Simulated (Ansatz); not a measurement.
# A computed series for AlRu: pressure series

Start from AlRu in the CsCl type structure (space group Pm-3m, No. 221).

```cif
data_AlRu
_chemical_formula_sum 'Al1 Ru1'
_space_group_name_H-M_alt 'P 1'
_space_group_IT_number 1
_cell_length_a 3.00370
_cell_length_b 3.00370
_cell_length_c 3.00370
_cell_angle_alpha 90.000
_cell_angle_beta 90.000
_cell_angle_gamma 90.000
loop_
_space_group_symop_operation_xyz
  'x, y, z'
loop_
_atom_site_label
_atom_site_type_symbol
_atom_site_fract_x
_atom_site_fract_y
_atom_site_fract_z
_atom_site_occupancy
Al1 Al 0.00000 0.00000 0.00000 1
Ru1 Ru 0.50000 0.50000 0.50000 1
```

Cell and atoms are relaxed at each pressure.

Level of theory: PBE (Ansatz, a program for electronic structure, PAW, without spin-orbit coupling).

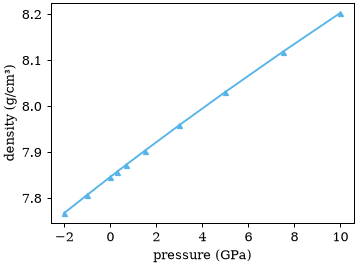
Figure: Density against pressure

```tsv
pressure (GPa)	density
-2	7.77 g/cm³
-1	7.81 g/cm³
0.3	7.86 g/cm³
0.7	7.87 g/cm³
1.5	7.90 g/cm³
3	7.96 g/cm³
5	8.03 g/cm³
7.5	8.12 g/cm³
10	8.20 g/cm³
```

Load acts through the strain it causes; cell and atoms are relaxed under it. No phonon test of stability was made. No other phases were tried under pressure. The final runs are not spin-polarised.
